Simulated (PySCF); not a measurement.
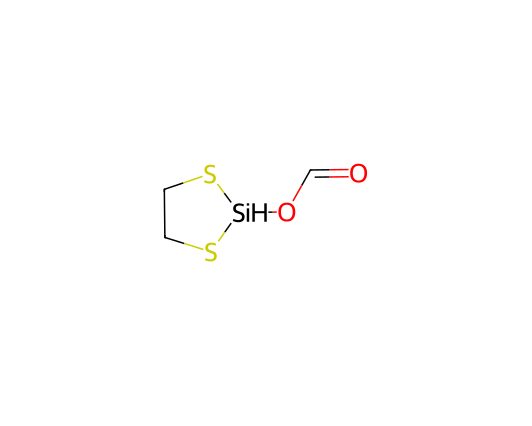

Structural formula above. The computed structure is the end point of a GFN2-xTB optimisation. No frequency run is at hand to confirm it as a minimum.

What does the molecule look like in three dimensions?

It has 14 atoms: 3 carbon, 6 hydrogen, 2 oxygen, 2 sulfur and 1 silicon (C3H6O2S2Si). SMILES: `O=CO[SiH]1SCCS1`. Independent rings (smallest set): 1 of 5 members. Among its groups: Si–H bond, Si–O bond. The point group is C1. Coordination: 1 C trigonal planar; 1 O bent; 1 Si tetrahedral; 2 S bent; 2 C tetrahedral.

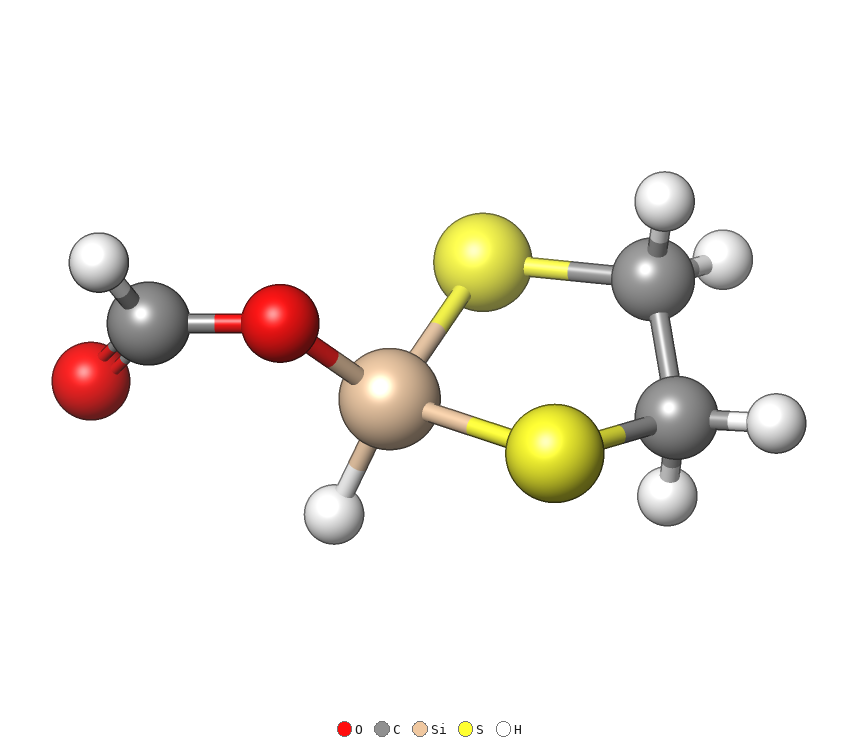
